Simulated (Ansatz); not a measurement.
Take Cu$_{3}$N (space group Pm-3m, No. 221; a = 3.7649 Å) as the base.

Modification: a fraction x = 0.5 of the N sites is given to P, ordered in a cell of 8 atoms (starting symmetry Fm-3m) and fully relaxed.

Level of theory: PBEsol (Ansatz, a quantum-chemistry and plane-wave program; PAW; 420 eV plane waves; without spin-orbit coupling).

The zone is the changed cell's own and can be folded.

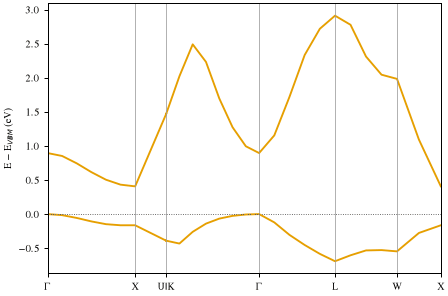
Highest valence and lowest conduction band along the path of the changed cell's own zone

Q: Read the changed gap and its character from the plot.

A: About 0.41 eV, indirect, Γ → X.

These are small ordered cells, not random alloys; other orderings at the same x differ. Whether these cells are dynamically stable was not tested. All final runs are without spin polarisation. Labels are those of the standard path for the cell's own space group.
